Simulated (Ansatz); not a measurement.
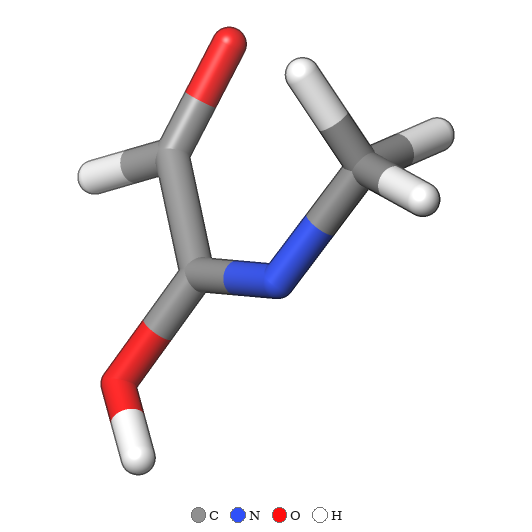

Rendered structure (stick style). Every bond is drawn as one stick, whatever its order.

The geometry was computed by an optimisation with PBE0-D4/def2-TZVP. No frequency run is at hand to confirm it as a minimum.

Which formula does it have?

C3H5NO2, 11 atoms: 3 carbon, 5 hydrogen, 1 nitrogen and 2 oxygen.

How many sets of symmetry-equivalent atoms are there?

10: 1 C, 1 N, 1 C, 1 O, 1 C, 1 O, 1 H, 2 H, 1 H, 1 H.

Give the symmetry (Schoenflies symbol).

Cs.

Describe its rings.

It has no ring.

The parts below concern this one geometry. Atoms keep their numbers from picture to picture.

## Shape

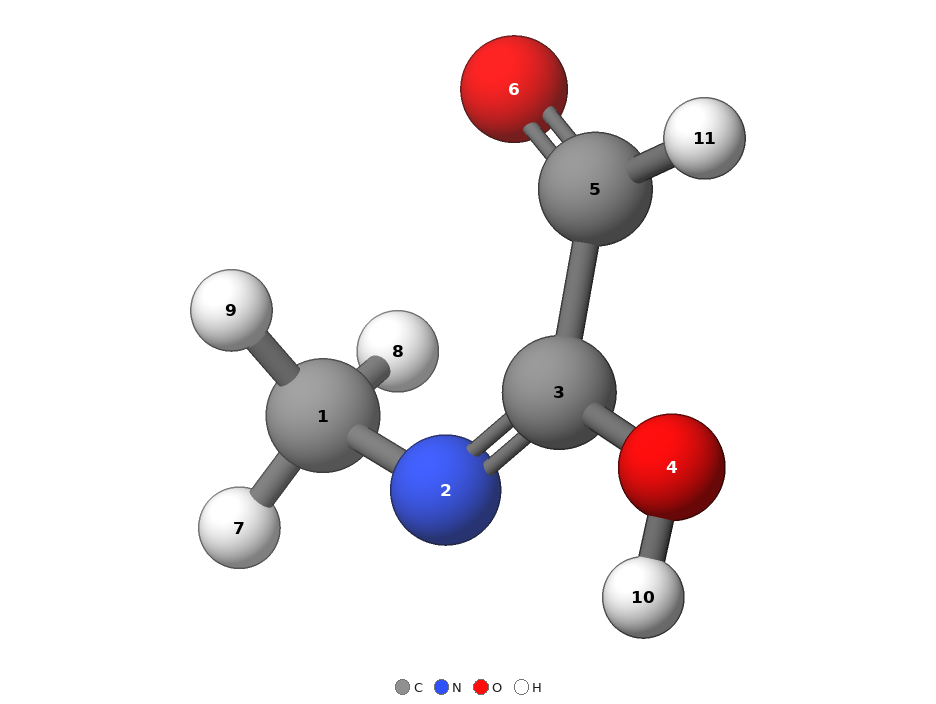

The atoms are numbered. No frequency run is at hand to confirm it as a minimum.

Which atoms are bonded, and how long are the bonds?

| bond | length (Å) | order |
| --- | --- | --- |
| C1–N2 | 1.442 | single |
| C1–H7 | 1.090 | single |
| C1–H8 | 1.094 | single |
| C1–H9 | 1.094 | single |
| N2–C3 | 1.257 | double |
| C3–O4 | 1.349 | single |
| C3–C5 | 1.503 | single |
| O4–H10 | 0.967 | single |
| C5–O6 | 1.199 | double |
| C5–H11 | 1.107 | single |

## Levels of theory compared

No frequency run is at hand to confirm it as a minimum. Program: Ansatz 0.2.0.

At this fixed geometry, give HOMO–LUMO gap (eV), HOMO energy (eV) at these levels: B3LYP-D4/def2-TZVPP; PBE-D4/def2-TZVPP; PBE0-D4/def2-TZVPP; r2SCAN-D4/def2-TZVPP; ωB97M-V/def2-TZVPP; ωB97X-V/def2-TZVPP.

| level | HOMO–LUMO gap (eV) | HOMO energy (eV) |
| --- | --- | --- |
| B3LYP-D4/def2-TZVPP | 4.61 | −7.13 |
| PBE-D4/def2-TZVPP | 2.53 | −5.81 |
| PBE0-D4/def2-TZVPP | 5.06 | −7.32 |
| r2SCAN-D4/def2-TZVPP | 2.93 | −6.10 |
| ωB97M-V/def2-TZVPP | 9.70 | −9.68 |
| ωB97X-V/def2-TZVPP | 9.83 | −9.76 |

## Dipole moment

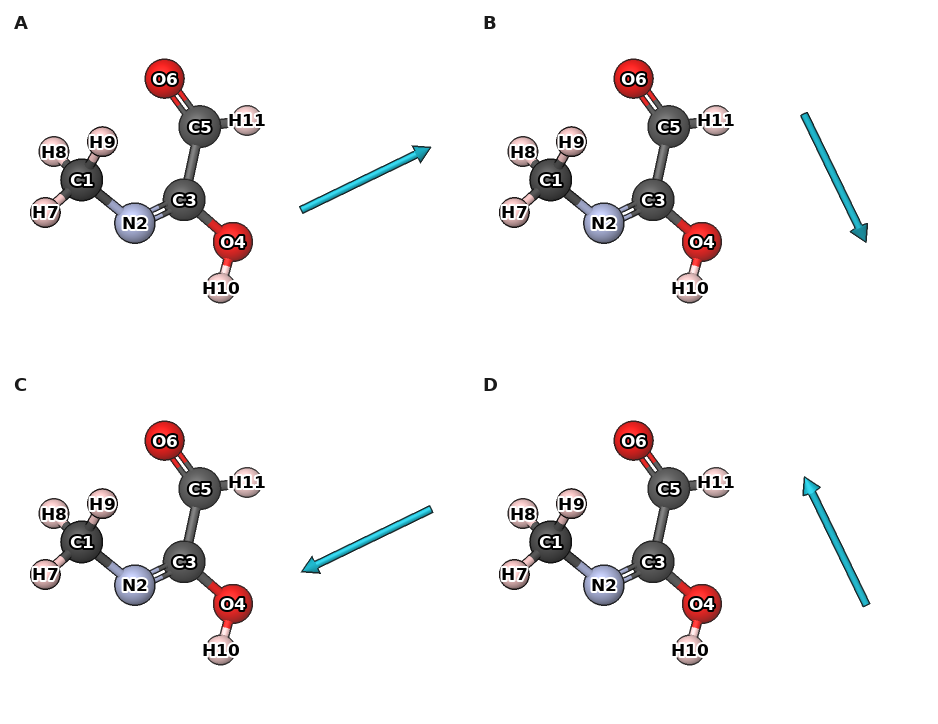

The same molecule four times, each with an arrow. No frequency run is at hand to confirm it as a minimum. Properties computed with RKS ωB97M-V/def2-TZVPP (Ansatz 0.2.0).

Which arrow points along the dipole moment, from the negative to the positive end?

B. The dipole moment is 1.18 D; it points from the side of O6 to the side of H10 (the outermost atoms at the two ends).

## Charges

The questions are on Mulliken charges. No frequency run is at hand to confirm it as a minimum. Method: RKS B3LYP-D4/def2-TZVPP (Ansatz 0.2.0).

List the Mulliken charges.

| atom | value (e) |
| --- | --- |
| C1 | −0.15 |
| N2 | −0.21 |
| C3 | 0.16 |
| O4 | −0.28 |
| C5 | 0.10 |
| O6 | −0.24 |
| H7 | 0.11 |
| H8 | 0.11 |
| H9 | 0.11 |
| H10 | 0.21 |
| H11 | 0.10 |

Mulliken values depend strongly on the basis set and can even reverse the polarity of a bond.
